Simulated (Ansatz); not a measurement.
# MnAlGe (P4/nmm): all-electron LAPW single point

Wanted for MnAlGe (P4/nmm): an all-electron LAPW single point.

All numbers are computed with Ansatz 0.2.0 through its Python package. Level of theory: DFT LDA, all-electron LAPW.

**1. Starting point**

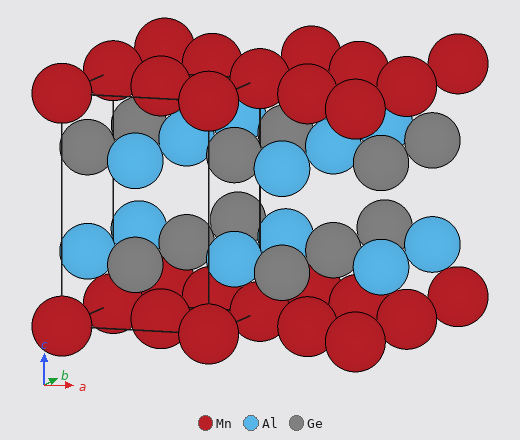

The structure that the script starts from, seen slightly off an axis (manganese red, aluminium blue, germanium grey). 2×2×1 cells are drawn. Atoms on cell faces are repeated.

No structure file is read: the coordinates are typed or built in the script.

**2. The code**

lapw_mnalge.py reads:

```python
'''All-electron LAPW single point of MnAlGe.'''

import warnings

import ansatz as az
import numpy as np

warnings.simplefilter('ignore', az.DeckWarning)

lattice = az.Lattice.of(
    (3.914, 0.0, 0.0),
    (0.0, 3.914, 0.0),
    (0.0, 0.0, 5.933),
)
sites = [
    ('Mn', (0.0, 0.0, 0.0)),
    ('Mn', (0.5, 0.5, 0.0)),
    ('Al', (0.5, 0.0, 0.727)),
    ('Al', (0.0, 0.5, 0.273)),
    ('Ge', (0.5, 0.0, 0.28)),
    ('Ge', (0.0, 0.5, 0.72)),
]
cell = az.Crystal(lattice=lattice)
for symbol, position in sites:
    cell = cell.atom(symbol, position)
cell = cell.moments(Mn=2.8)

setup = cell.calculation()
setup = setup.occupations('fermi_dirac', width=0.05).spin(az.SpinTreatment.COLLINEAR)
setup = setup.functional('LDA')
setup = setup.kpoints(density=3.7).pseudopotentials('all_electron', lapw=True)
setup = setup.density_of_states(energy_step=0.1, method='smearing', broadening_width=0.2)
setup = setup.stress()
outcome = setup.run()
report = outcome.report

energy = report['free_energy_ev']
print('F of the MnAlGe cell: {:.6f} eV = {:.6f} Ry = {:.6f} Ha'.format(energy, energy / 13.605693, energy / 27.211386))
print('Fermi level {:.4f} eV, {} k-points, {} symmetry operations'.format(report['fermi_energy_ev'], report['n_kpoints'], report['n_symmetry_ops']))

print('site moments (muB):', [round(m, 2) for m in report['site_moments_mub']])
print('electrons up, down:', [round(n, 3) for n in report['spin_occupation_sums']])

dos = outcome.density_of_states()
energy = np.asarray(dos.energies_ev) - dos.fermi_ev
states, count = np.asarray(dos.spin_summed_g_bin_mean_per_ev), np.asarray(dos.spin_summed_integrated)
g_fermi = float(np.interp(0.0, energy, states))
print(f'g(E_F) = {g_fermi:.3f} states/eV per cell')
# Sommerfeld coefficient of bare band electrons: pi^2 k_B^2 g / 3
gamma = np.pi ** 2 / 3 * 8.617333e-5 ** 2 * g_fermi * 96485.33e3 / len(outcome.lattice.sites)
print(f'bare Sommerfeld coefficient {gamma:.2f} mJ/(mol of atoms K^2)')
for low, high in ((-10, -6), (-6, -3), (-3, 0), (0, 3)):
    print(f'states between {low} and {high} eV: {np.interp(high, energy, count) - np.interp(low, energy, count):.3f}')

# the stress is positive in compression
sigma = report['stress_gpa']
voigt = [sigma[0][0], sigma[1][1], sigma[2][2], sigma[1][2], sigma[0][2], sigma[0][1]]
print('stress xx yy zz yz xz xy (GPa, compression positive):', ' '.join(f'{s:.3f}' for s in voigt))
print('P =', round(10 * float(np.mean(voigt[:3])), 2), 'kbar')

errors = report['lapw_basis_errors']
print(f'estimated basis error {1000 * errors["total_ev_per_atom"]:.3f} meV/atom, target {1000 * errors["basis_error_target_ev_per_atom"]:.3f}')
for sphere in errors['spheres']:
    print(f'  {sphere["species"]:2s} muffin-tin radius {sphere["muffin_tin_radius_ang"]:.3f} A, core shells {sphere["core_shells"]}')
```

**3. Running it**

Launch:

```sh
python lapw_mnalge.py
```

Standard output:

```text
F of the MnAlGe cell: -190182.631809 eV = -13978.165743 Ry = -6989.082872 Ha
Fermi level 13.4337 eV, 30 k-points, 16 symmetry operations
site moments (muB): [1.74, 1.74, -0.02, -0.02, -0.05, -0.05]
electrons up, down: [49.694, 46.306]
g(E_F) = 3.986 states/eV per cell
bare Sommerfeld coefficient 1.57 mJ/(mol of atoms K^2)
states between -10 and -6 eV: 4.688
states between -6 and -3 eV: 7.257
states between -3 and 0 eV: 14.772
states between 0 and 3 eV: 10.705
stress xx yy zz yz xz xy (GPa, compression positive): -8.309 -8.309 -11.470 0.000 0.000 0.000
P = -93.63 kbar
estimated basis error 0.061 meV/atom, target 0.250
  Al muffin-tin radius 1.259 A, core shells 1
  Mn muffin-tin radius 1.281 A, core shells 3
  Ge muffin-tin radius 1.286 A, core shells 3
```

It took 3.8 min on 1 thread of Arm Neoverse V1, shared host; peak memory 1.2 GiB.

**4. The run's own record**

The report of the run holds:

| item | value |
| --- | --- |
| SCF cycles in all | 13 |
| k-points solved | 30 |
| plane waves | 1237 |
| bands | 61 |
| valence electrons | 96 |
| free energy (eV) | -190182.63181 |
| Fermi level (eV) | 13.434 |
| pressure (GPa; positive when compressed) | -9.36 |

**5. Again, from the shell**

The engine's input of that run, saved to a file, gives the whole log.

input.yaml reads:

```yaml
crystal:
  lattice:
    - [3.914, 0.0, 0.0]
    - [0.0, 3.914, 0.0]
    - [0.0, 0.0, 5.933]
  atoms:
    - { symbol: Mn, position: [0.0, 0.0, 0.0] }
    - { symbol: Mn, position: [0.5, 0.5, 0.0] }
    - { symbol: Al, position: [0.5, 0.0, 0.727] }
    - { symbol: Al, position: [0.0, 0.5, 0.273] }
    - { symbol: Ge, position: [0.5, 0.0, 0.28] }
    - { symbol: Ge, position: [0.0, 0.5, 0.72] }
kpoints:
  mp_grid: { kspacing: 0.2702702702703 }
hamiltonian:
  xc: lda
  pseudopotentials: { kind: all_electron, lapw: {} }
magnetization:
  spin_polarized: true
  per_species: { Mn: 2.8 }
scf:
  occupations: { method: fermi_dirac, width: 0.05 }
output:
  dos: { de: 0.1, method: { smearing: { sigma: 0.2 } } }
  stress: true
```

Launch:

```sh
ansatz run input.yaml --threads 1 --pin off --max-ram 3072MiB --backend cpu --events-out ev --progress --plain --runs-dir out
```

Standard output, cut to the lines that bear on the results:

```text
Warning: RAYON_NUM_THREADS=1 ignored (pool sized by the plan → 1); use --threads N
[...]
Pseudopotentials: kind: all_electron
Pseudopotential: Mn, LAPW, valence charge 15, lapw/all_electron/scalar/gaussian/Mn, Koelling and Harmon's equation, gaussian nucleus
Pseudopotential: Al, LAPW, valence charge 11, lapw/all_electron/scalar/gaussian/Al, Koelling and Harmon's equation, gaussian nucleus
Pseudopotential: Ge, LAPW, valence charge 22, lapw/all_electron/scalar/gaussian/Ge, Koelling and Harmon's equation, gaussian nucleus
Functional definition: SPW92
[...]
Crystal: 6 atoms, lattice volume = 90.890 Å³
Basis set: ecut = 326.8546928636503 eV, 1237 PW (Γ), exchange–correlation at level 2
Bands: 61, of which v1, the nominal top of the filled ones, is band 48 counted from 1 (47 counted from 0)
Symmetry: 16 space group operations
Space group: P4/nmm (ITA 129), of the structure as read, at distance tolerance 4.5e-5 Å
[...]
SCF converged after 13 iterations
Magnetization: 3.3880 μB (49.6940 up, 46.3060 down)
Absolute magnetization: 3.7625 μB (∫|ρ↑−ρ↓|)
Spin contamination: 0.0930 ħ² per cell (⟨S²⟩ above its minimum at these occupations)
Per-site moments (μB) at R_I (Å): [(1.7407979589030589, 1.280979686575441), (1.7407979589030589, 1.280979686575441), (-0.015463358490833912, 1.2593561283036643), (-0.015463358490833912, 1.2593561283036643), (-0.04650032044105146, 1.286035533717495), (-0.04650032044105146, 1.286035533717495)]
Free energy (F): -190182.631809 eV
[...]
E sigma→0 (E₀):  -190182.613957 eV
Entropy (-TS):   -0.035705 eV (-5.951 meV/atom)
Fermi energy:    13.433671 eV
[...]
--- Stress (GPa, compression-positive) ---
       -8.309135       0.000000       0.000000
        0.000000      -8.309135       0.000000
        0.000000       0.000000     -11.470132
  P = ⅓ Tr σ = -9.3628 GPa (-93.628 kbar)
--- Band table (eV; the first three rows and the last of 60) ---
[...]
```

It took 3.8 min on 1 thread of Arm Neoverse V1, shared host; peak memory 1.2 GiB.

Script and command line differ by 0.000 meV in the energy.

**6. Outcome**

```
              quantity                                  value
           free energy  -190182.6318 eV (-31697.1053 eV/atom)
       gap on the mesh                                   none
              pressure                              -9.36 GPa
moment, net / absolute                3.39 / 3.76 μB per cell
```

In words: Filled and empty levels meet on the mesh: no gap at this level. The pressure of -9.4 GPa means that the cell would shrink if relaxed at this level. Notes:
- All-electron totals depend on functional, relativistic treatment and basis; only differences at equal settings carry meaning.
- The mesh is modest for a metal, so energies can be off by several to tens of meV an atom and pressures by half a GPa or more; differences at equal mesh fare better.
- The zero of the levels is a convention of the potentials, so an absolute Fermi energy is no work function.
- At these settings the cell as given stands under about -9 GPa, so it isn't at this functional's equilibrium volume.
- The computed bands are complete only to about 6.3 eV above the Fermi level; beyond that the density of states is undercounted.
